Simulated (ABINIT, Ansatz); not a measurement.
**How the form of the self-energy moves the gap of YScB2O6 (R-3)**

How much does the gap of YScB2O6 (R-3) depend on the approximation to the self-energy?

Calculated with ABINIT 10.8.3; LDA and many-body steps on it, plane waves.

## 1. Set-up

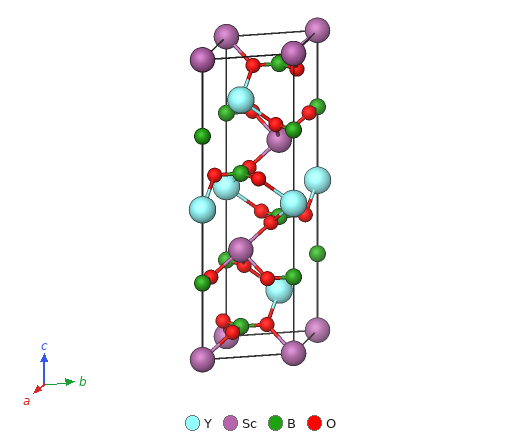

The cell as given, slightly off an axis (yttrium light teal, scandium purple, boron green, oxygen red). This picture shows the conventional cell, with its axes. Bonds to atoms that aren't drawn are left out. Some periodic images of atoms are drawn too.

The cell and positions are those that the Materials Project relaxed with its own functionals (PBE, PBE+U or r2SCAN), kept fixed.

## 2. Empty states on the mesh, 2×2×2 mesh, 234 bands

This step: ABINIT 10.8.3; DFT, LDA, plane waves, norm-conserving pseudopotentials.

The sums over transitions need many empty states on a uniform mesh; this step solves for them.

File run.abi:

```
acell 3*1.0 Angstrom
rprim 
  2.455259121368 1.417544514628 5.373024847406
  -2.455259121368 1.417544514628 5.373024847406
  0.000000000000 -2.835089029328 5.373024847387
ntypat 4
znucl 39 21 5 8
natom 10
typat 1 2 3 3 4 4 4 4 4 4
xred 
  0.500000000000 0.500000000000 0.500000000000
  0.000000000000 0.000000000000 0.000000000000
  0.255007000000 0.255007000000 0.255007000000
  0.744993000000 0.744993000000 0.744993000000
  0.233543000000 0.545880000000 0.981547000000
  0.981547000000 0.233543000000 0.545880000000
  0.545880000000 0.981547000000 0.233543000000
  0.018453000000 0.766457000000 0.454120000000
  0.454120000000 0.018453000000 0.766457000000
  0.766457000000 0.454120000000 0.018453000000
pp_dirpath "pseudos"
pseudos "Y.upf, Sc.upf, B.upf, O.upf"
ecut 36
ngkpt 2 2 2
nshiftk 1
shiftk 0 0 0
kptopt 1
chksymbreak 0
iscf -2
irdden 1
istwfk *1
nband 234
nbdbuf 20
tolwfr 1e-09
nstep 60
prtvol 0
indata_prefix "in"
outdata_prefix "out"
tmpdata_prefix "tmp"
```

Run with:

```console
$ OMP_NUM_THREADS=1 mpirun -n 4 abinit run.abi > log
```

Numbers of over 12 decimals in the logs are rounded to 6 here.

The program printed:

```text
.Version 10.8.3 of ABINIT. v10.8.2 released Aug 2026.

 Symmetries : space group R-3 (#148); Bravais hR (rhombohedral)
[... echo of the input left out ...]
== DATASET  1 ==================================================================
-   mpi_nproc: 4, omp_nthreads: 1 (-1 if OMP is not activated)

--- !DatasetInfo
iteration_state: {dtset: 1, }
dimensions: {natom: 10, nkpt: 4, mband: 234, nsppol: 1, nspinor: 1, nspden: 1, mpw: 7863, }
cutoff_energies: {ecut:  36.0, pawecutdg:  -1.0, }
[...]
2.75444    2.78568    2.79252    2.79252    2.82922    2.82922    2.84174    2.84174
   2.84673    2.88233    2.89498    2.89499    2.90711    2.96405    2.97794    2.97873
   2.98117    3.03016
 prteigrs : prtvol=0 or 1, do not print more k-points.

== END DATASET(S) ==============================================================
================================================================================

 -outvars: echo values of variables after computation  --------
            nband         234
             nkpt           4
          spgroup         148
 [... the other variables as echoed above ...]

 Calculation completed.
```

Elapsed: 2 min, on 4 MPI ranks of Arm Neoverse V1, shared host; peak memory 0.56 GiB.

This step gave:

| Item | Value |
| --- | --- |
| gap | 4.393 eV |
| k of the valence top | 0.5, 0.5, 0 |
| k of the conduction bottom | 0.5, 0.5, 0 |
| least direct gap | 4.393 eV |
| k points computed | 4 |
| lowest point of the top converged band, above the valence top | 70.1006 eV |

On this mesh the gap is 4.393 eV.

The density comes from a self-consistent run that is not shown.

## 3. Screening, 2×2×2 mesh, 106 bands, screening to 114.3 eV

The RPA dielectric matrix is built and inverted for each q.

This step: RPA screening on LDA, plane waves, norm-conserving pseudopotentials.

Changes to run.abi since step 2:

```diff
@@ -28,10 +28,11 @@
 chksymbreak 0
-iscf -2
-irdden 1
 istwfk *1
-nband 234
-nbdbuf 20
-tolwfr 1e-09
-nstep 60
-prtvol 0
+occopt 1
+irdwfk 1
+optdriver 3
+nband 106
+ecuteps 4.2
+inclvkb 2
+awtr 1
+symchi 1
 indata_prefix "in"
```

The program printed:

```text
.Version 10.8.3 of ABINIT. v10.8.2 released Aug 2026.

 Symmetries : space group R-3 (#148); Bravais hR (rhombohedral)
[... echo of the input left out ...]
== DATASET  1 ==================================================================
-   mpi_nproc: 4, omp_nthreads: 1 (-1 if OMP is not activated)

--- !DatasetInfo
iteration_state: {dtset: 1, }
dimensions: {natom: 10, nkpt: 4, mband: 106, nsppol: 1, nspinor: 1, nspden: 1, mpw: 7863, }
cutoff_energies: {ecut:  36.0, pawecutdg:  -1.0, }
electrons: {nelect:   6.40000000E+01, charge:   0.00000000E+00, occopt:   1.00000000E+00, tsmear:   1.00000000E-02, }

 SCREENING: Calculation of the susceptibility and dielectric matrices

 Based on a program developped by R.W. Godby, V. Olevano, G. Onida, and L. Reining.
 Incorporated in ABINIT by V. Olevano, G.-M. Rignanese, and M. Torrent.
.Using double precision arithmetic ; gwpc =  8

[... cell and pseudopotentials left out ...]
--------------------------------------------------------------------------------

 ==== K-mesh for the wavefunctions ====
 Number of points in the irreducible wedge :     4
[... list of points left out ...]
 Together with  6 symmetry operations and time-reversal symmetry
 yields     8 points in the full Brillouin Zone.

 ==== Q-mesh for the screening function ====
 Number of points in the irreducible wedge :     4
[... list of points left out ...]
 Together with  6 symmetry operations and time-reversal symmetry
 yields     8 points in the full Brillouin Zone.

 setmesh: FFT mesh size selected  =    45x   45x   45
          total number of points  =        91125

 vcoul_init : cutoff-mode = AUXILIARY_FUNCTION
 q-points for optical limit:   1
     1)      0.000010    0.000020    0.000030

- screening: taking advantage of time-reversal symmetry
- Maximum band index for partially occupied states nbvw = 32
- Remaining bands to be divided among processors   nbcw = 74
- Number of bands treated by each node ~18

 Number of electrons calculated from density =   64.0000; Expected =   64.0000
 average of density, n =  0.084524
 r_s =    1.4135
 omega_plasma =   28.0443 [eV]

 calculating chi0 at frequencies [eV] :
  1    0.000000E+00    0.000000E+00
  2    0.000000E+00    2.804434E+01

--------------------------------------------------------------------------------
  q-point number  1        q = ( 0.000000, 0.000000, 0.000000) [r.l.u.]
--------------------------------------------------------------------------------
[... chi0 elements left out ...]
 For q-point:  0.000010 0.000020 0.000030
  dielectric constant =   3.5099
  dielectric constant without local fields =   3.7737

  Average fulfillment of the sum rule on Im[epsilon] for q-point    1 :     44.34  [%]
[... wings left out ...]
  q-point number  2        q = ( 0.500000, 0.000000, 0.000000) [r.l.u.]
--------------------------------------------------------------------------------
[... chi0 elements left out ...]
  Average fulfillment of the sum rule on Im[epsilon] for q-point    2 :     51.16  [%]

 [... 2 further q-points ...]
```

Elapsed: 46 s, on 4 MPI ranks; peak memory 1.8 GiB.

Numbers from this step:

| Quantity | Value |
| --- | --- |
| ε∞ with local fields, on this mesh, along the program's q direction | 3.510 |
| the same without local fields | 3.774 |
| plasma frequency | 28.04 eV |
| plane waves in the screening matrix | 309 |

Local fields lower ε∞ by 7 %. On a Γ-centred mesh this coarse the value itself is usually too large, while a short band sum pulls it down.

## 4. G0W0, Godby-Needs plasmon pole

The self-energy is evaluated for the states that the input lists, and the levels follow from it, in one-shot runs by the linearised quasiparticle equation.

This step: G0W0 on LDA, plane waves, norm-conserving pseudopotentials.

Changes to run.abi since step 3:

```diff
@@ -31,8 +31,17 @@
 irdwfk 1
-optdriver 3
+optdriver 4
 nband 106
+gwcalctyp 0
+ecutsigx 36
+symsigma 1
+nkptgw 2
+kptgw 
+  0.5000000000 0.5000000000 0.0000000000
+  0.0000000000 0.0000000000 0.0000000000
+bdgw 
+  31 34
+  31 34
 ecuteps 4.2
-inclvkb 2
-awtr 1
-symchi 1
+irdscr 1
+ppmodel 1
 indata_prefix "in"
```

The program printed:

```text
.Version 10.8.3 of ABINIT. v10.8.2 released Aug 2026.

 Symmetries : space group R-3 (#148); Bravais hR (rhombohedral)
[... echo of the input left out ...]
== DATASET  1 ==================================================================
-   mpi_nproc: 4, omp_nthreads: 1 (-1 if OMP is not activated)

--- !DatasetInfo
iteration_state: {dtset: 1, }
dimensions: {natom: 10, nkpt: 4, mband: 106, nsppol: 1, nspinor: 1, nspden: 1, mpw: 7863, }
cutoff_energies: {ecut:  36.0, pawecutdg:  -1.0, }
electrons: {nelect:   6.40000000E+01, charge:   0.00000000E+00, occopt:   1.00000000E+00, tsmear:   1.00000000E-02, }

 SIGMA: Calculation of the GW corrections

 Based on a program developped by R.W. Godby, V. Olevano, G. Onida, and L. Reining.
 Incorporated in ABINIT by V. Olevano, G.-M. Rignanese, and M. Torrent.
.Using double precision arithmetic ; gwpc =  8

[... cell and pseudopotentials left out ...]
--------------------------------------------------------------------------------

 ==== K-mesh for the wavefunctions ====
 Number of points in the irreducible wedge :     4
[... list of points left out ...]
 Together with  6 symmetry operations and time-reversal symmetry
 yields     8 points in the full Brillouin Zone.

 ==== Q-mesh for screening function ====
 Number of points in the irreducible wedge :     4
[... list of points left out ...]
 Together with  6 symmetry operations and time-reversal symmetry
 yields     8 points in the full Brillouin Zone.

 vcoul_init : cutoff-mode = AUXILIARY_FUNCTION
 q-points for optical limit:   1
     1)      0.000010    0.000020    0.000030
 setmesh: FFT mesh size selected  =    64x   64x   64
          total number of points  =       262144

 Number of electrons calculated from density =   64.0000; Expected =   64.0000
 average of density, n =  0.084524
 r_s =    1.4135
 omega_plasma =   28.0443 [eV]

 === KS Band Gaps ===
  >>>> For spin  1
   Minimum direct gap =   4.3933 [eV], located at k-point      :   0.5000  0.5000  0.0000
   Fundamental gap    =   4.3933 [eV], Top of valence bands at :   0.5000  0.5000  0.0000
                                       Bottom of conduction at :   0.5000  0.5000  0.0000
 SIGMA fundamental parameters:
 PLASMON POLE MODEL  1
 number of plane-waves for SigmaX                 7863
 number of plane-waves for SigmaC and W            309
 number of plane-waves for wavefunctions          7863
 number of bands                                   106
 number of independent spin polarizations            1
 number of spinorial components                      1
 number of k-points in IBZ                           4
 number of q-points in IBZ                           4
 number of symmetry operations                       6
 number of k-points in BZ                            8
 number of q-points in BZ                            8
 number of frequencies for dSigma/dE                 9
 frequency step for dSigma/dE [eV]                0.25
 number of omega for Sigma on real axis              0
 max omega for Sigma on real axis  [eV]           0.00
 zcut for avoiding poles [eV]                     0.10

 EPSILON^-1 parameters (SCR file):
 dimension of the eps^-1 matrix on file            309
 dimension of the eps^-1 matrix used               309
 number of plane-waves for wavefunctions          7863
 number of bands                                   106
 number of q-points in IBZ                           4
 number of frequencies                               2
 number of real frequencies                          1
 number of imag frequencies                          1

 matrix elements of self-energy operator (all in [eV])

 Perturbative Calculation

--- !SelfEnergy_ee
iteration_state: {dtset: 1, }
kpoint     : [   0.500,    0.500,    0.000, ]
spin       : 1
KS_gap     :    4.393
QP_gap     :    7.537
Delta_QP_KS:    3.144
data: !SigmaeeData |
     Band     E0 <VxcDFT>   SigX SigC(E0)      Z dSigC/dE  Sig(E)    E-E0       E
       31   2.755 -18.931 -23.772   4.577   0.801  -0.248 -19.142  -0.211   2.544
       32   3.393 -19.888 -24.922   4.778   0.802  -0.246 -20.093  -0.205   3.187
       33   7.786 -16.445  -8.688  -4.204   0.827  -0.209 -13.506   2.938  10.724
       34   8.232 -17.419  -9.260  -4.401   0.818  -0.223 -14.345   3.074  11.306

--- !SelfEnergy_ee
iteration_state: {dtset: 1, }
kpoint     : [   0.000,    0.000,    0.000, ]
spin       : 1
KS_gap     :    5.102
QP_gap     :    8.447
Delta_QP_KS:    3.345
data: !SigmaeeData |
     Band     E0 <VxcDFT>   SigX SigC(E0)      Z dSigC/dE  Sig(E)    E-E0       E
       31   3.140 -19.671 -24.577   4.682   0.800  -0.249 -19.850  -0.179   2.961
       32   3.140 -19.671 -24.577   4.682   0.800  -0.249 -19.850  -0.179   2.961
       33   8.242 -18.002  -9.593  -4.516   0.813  -0.230 -14.836   3.166  11.408
       34   8.242 -18.002  -9.593  -4.516   0.813  -0.230 -14.836   3.166  11.408

== END DATASET(S) ==============================================================
================================================================================

 -outvars: echo values of variables after computation  --------
           etotal      0.0000000000E+00
            nband         106
             nkpt           4
          spgroup         148
 [... the other variables as echoed above ...]

 Calculation completed.
```

Elapsed: 13 s, on 4 MPI ranks; peak memory 1.2 GiB.

This step gave:

| Quantity | Value |
| --- | --- |
| G0W0 gap on the points computed | 7.537 eV |
| starting gap on the mesh | 4.393 eV |
| k of the valence top | 0.5, 0.5, 0 |
| k of the conduction bottom | 0.5, 0.5, 0 |
| Z at the valence top | 0.802 |
| Z at the conduction bottom | 0.827 |
| least direct G0W0 gap on the computed points | 7.537 eV |

The gap on the mesh goes from 4.39 eV to 7.54 eV, a correction of +3.14 eV.

## 5. G0W0, Hybertsen-Louie plasmon pole

Changes to run.abi since step 4:

```diff
@@ -45,3 +45,3 @@
 irdscr 1
-ppmodel 1
+ppmodel 2
 indata_prefix "in"
```

The program printed:

```text
.Version 10.8.3 of ABINIT. v10.8.2 released Aug 2026.

 Symmetries : space group R-3 (#148); Bravais hR (rhombohedral)
[... echo of the input left out ...]
== DATASET  1 ==================================================================
-   mpi_nproc: 4, omp_nthreads: 1 (-1 if OMP is not activated)

--- !DatasetInfo
iteration_state: {dtset: 1, }
dimensions: {natom: 10, nkpt: 4, mband: 106, nsppol: 1, nspinor: 1, nspden: 1, mpw: 7863, }
cutoff_energies: {ecut:  36.0, pawecutdg:  -1.0, }
electrons: {nelect:   6.40000000E+01, charge:   0.00000000E+00, occopt:   1.00000000E+00, tsmear:   1.00000000E-02, }

 SIGMA: Calculation of the GW corrections

 Based on a program developped by R.W. Godby, V. Olevano, G. Onida, and L. Reining.
 Incorporated in ABINIT by V. Olevano, G.-M. Rignanese, and M. Torrent.
.Using double precision arithmetic ; gwpc =  8

[... cell and pseudopotentials left out ...]
--------------------------------------------------------------------------------

 ==== K-mesh for the wavefunctions ====
 Number of points in the irreducible wedge :     4
[... list of points left out ...]
 Together with  6 symmetry operations and time-reversal symmetry
 yields     8 points in the full Brillouin Zone.

 ==== Q-mesh for screening function ====
 Number of points in the irreducible wedge :     4
[... list of points left out ...]
 Together with  6 symmetry operations and time-reversal symmetry
 yields     8 points in the full Brillouin Zone.

 vcoul_init : cutoff-mode = AUXILIARY_FUNCTION
 q-points for optical limit:   1
     1)      0.000010    0.000020    0.000030
 setmesh: FFT mesh size selected  =    64x   64x   64
          total number of points  =       262144

 Number of electrons calculated from density =   64.0000; Expected =   64.0000
[...]
number of omega for Sigma on real axis              0
 max omega for Sigma on real axis  [eV]           0.00
 zcut for avoiding poles [eV]                     0.10

 EPSILON^-1 parameters (SCR file):
 dimension of the eps^-1 matrix on file            309
 dimension of the eps^-1 matrix used               309
 number of plane-waves for wavefunctions          7863
 number of bands                                   106
 number of q-points in IBZ                           4
 number of frequencies                               2
 number of real frequencies                          1
 number of imag frequencies                          1

 matrix elements of self-energy operator (all in [eV])

 Perturbative Calculation

--- !SelfEnergy_ee
iteration_state: {dtset: 1, }
kpoint     : [   0.500,    0.500,    0.000, ]
spin       : 1
KS_gap     :    4.393
QP_gap     :    8.143
Delta_QP_KS:    3.749
data: !SigmaeeData |
     Band     E0 <VxcDFT>   SigX SigC(E0)      Z dSigC/dE  Sig(E)    E-E0       E
       31   2.755 -18.931 -23.772   4.212   0.865  -0.156 -19.475  -0.544   2.211
       32   3.393 -19.888 -24.922   4.435   0.865  -0.156 -20.406  -0.519   2.874
       33   7.786 -16.445  -8.688  -4.096   0.882  -0.133 -13.214   3.231  11.016
[...]
--- !SelfEnergy_ee
iteration_state: {dtset: 1, }
kpoint     : [   0.000,    0.000,    0.000, ]
spin       : 1
KS_gap     :    5.102
QP_gap     :    9.183
Delta_QP_KS:    4.081
data: !SigmaeeData |
     Band     E0 <VxcDFT>   SigX SigC(E0)      Z dSigC/dE  Sig(E)    E-E0       E
[...]
33   8.242 -18.002  -9.593  -4.332   0.877  -0.141 -14.428   3.575  11.817
       34   8.242 -18.002  -9.593  -4.332   0.877  -0.141 -14.428   3.575  11.817

== END DATASET(S) ==============================================================
================================================================================

 -outvars: echo values of variables after computation  --------
           etotal      0.0000000000E+00
            nband         106
             nkpt           4
          spgroup         148
 [... the other variables as echoed above ...]

 Calculation completed.
```

It took 13 s on 4 MPI ranks; peak memory 1.1 GiB.

Numbers from this step:

- G0W0 gap on the points computed: 8.142 eV
- starting gap on the mesh: 4.393 eV
- k of the valence top: 0.5, 0.5, 0
- k of the conduction bottom: 0.5, 0.5, 0
- Z at the valence top: 0.865
- Z at the conduction bottom: 0.882
- least direct G0W0 gap on the computed points: 8.142 eV

Against G0W0 in ABINIT (2×2×2 mesh, 106 bands, screening to 114.3 eV, Godby-Needs plasmon pole), the gap moves by +0.605 eV.

## 6. G0W0, Engel-Farid plasmon pole

Changes to run.abi since step 5:

```diff
@@ -45,3 +45,3 @@
 irdscr 1
-ppmodel 2
+ppmodel 4
 indata_prefix "in"
```

The program printed:

```text
.Version 10.8.3 of ABINIT. v10.8.2 released Aug 2026.

 Symmetries : space group R-3 (#148); Bravais hR (rhombohedral)
[... echo of the input left out ...]
== DATASET  1 ==================================================================
-   mpi_nproc: 4, omp_nthreads: 1 (-1 if OMP is not activated)

--- !DatasetInfo
iteration_state: {dtset: 1, }
dimensions: {natom: 10, nkpt: 4, mband: 106, nsppol: 1, nspinor: 1, nspden: 1, mpw: 7863, }
cutoff_energies: {ecut:  36.0, pawecutdg:  -1.0, }
[...]
Band     E0 <VxcDFT>   SigX SigC(E0)      Z dSigC/dE  Sig(E)    E-E0       E
[...]
33   8.242 -18.002  -9.593  -4.436   0.835  -0.197 -14.684   3.319  11.561
       34   8.242 -18.002  -9.593  -4.436   0.835  -0.197 -14.684   3.319  11.561

== END DATASET(S) ==============================================================
================================================================================

 -outvars: echo values of variables after computation  --------
           etotal      0.0000000000E+00
            nband         106
             nkpt           4
          spgroup         148
 [... the other variables as echoed above ...]

 Calculation completed.
```

It took 9.1 s on 4 MPI ranks; peak memory 1.2 GiB.

Numbers from this step:

```yaml
g0w0_gap_on_the_points_computed: 7.635 eV
starting_gap_on_the_mesh: 4.393 eV
k_of_the_valence_top: 0.5, 0.5, 0
k_of_the_conduction_bottom: 0.5, 0.5, 0
least_direct_g0w0_gap_on_the_computed_points: 7.635 eV
```

Against G0W0 in ABINIT (2×2×2 mesh, 106 bands, screening to 114.3 eV, Godby-Needs plasmon pole), the gap moves by +0.098 eV.

(Part 1 of 2 ends here.)

[Paths, hosts, dates, memory and timing lines, banners, echoed tables and standing remarks are left out of the program output.]

[Logs are printed without paths, hosts, clocks, repeated set-up lines and the standing remarks that a program may print on its own settings, such as how far it seeks lower states.]

[Runs of the session that timed out or met a known fault of the program may be left out.]

[Hosts, paths, dates, database ids (printed as entryN), source tags and the programs' standing remarks are cut or masked in the printed files.]

[G0W0 gaps are taken among the corrected bands and points alone; a level outside them can change the order at an edge.]

[Where Ansatz stands beside ABINIT at settings called matched, ABINIT's density can come from a denser mesh and the files from another edition; pairs whose starting gaps differed by over 0.03 eV were left out, so agreement reads better than it is.]
